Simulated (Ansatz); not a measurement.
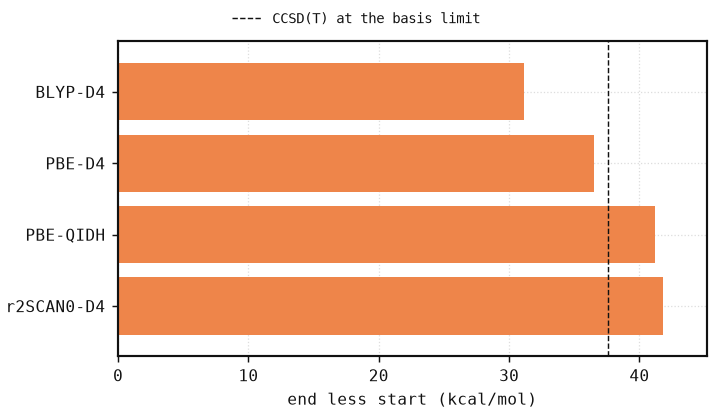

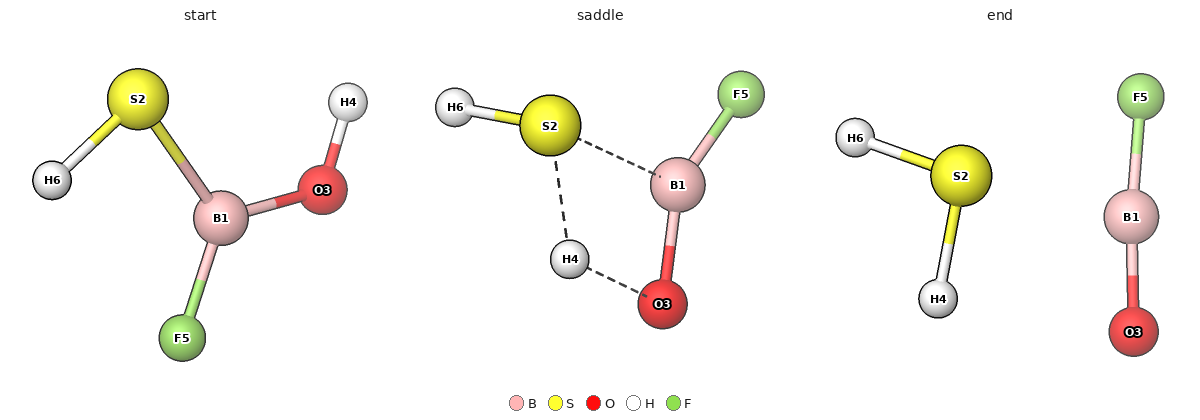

Energy change in one step of BH₂SOF at several levels. In the step S2–H4 (2.82 → 1.48 → 1.34 Å) forms; B1–S2 (1.82 → 2.11 → 2.92 Å) and O3–H4 (0.96 → 1.52 → 2.86 Å) break (lengths at start, saddle and end; changes of bond order aren't listed). Electronic energies at PBE0-D4/def2-TZVP geometries, energies in def2-TZVPP, the Ansatz code; cores frozen in correlated methods, no zero-point terms. Start and end are the structures at the ends of the path (complexes, where there are several molecules). The line is the MP2 basis limit plus CCSD(T) less MP2 in triple zeta. PBE-QIDH holds a correlation term that converges slowly with the basis, so part of the distance to the limit is basis error. No dispersion term is added to PBE-QIDH.

What range do the values span, the line included?

From 31.1 kcal/mol (BLYP-D4) to 41.8 kcal/mol (r2SCAN0-D4).

Give the values.

| level | kcal/mol | less CCSD(T) at the basis limit |
| --- | --- | --- |
| BLYP-D4 | 31.1 | −6.4 |
| PBE-D4 | 36.5 | −1.1 |
| PBE-QIDH | 41.2 | 3.7 |
| r2SCAN0-D4 | 41.8 | 4.3 |
| CCSD(T) at the basis limit | 37.6 | 0.0 |
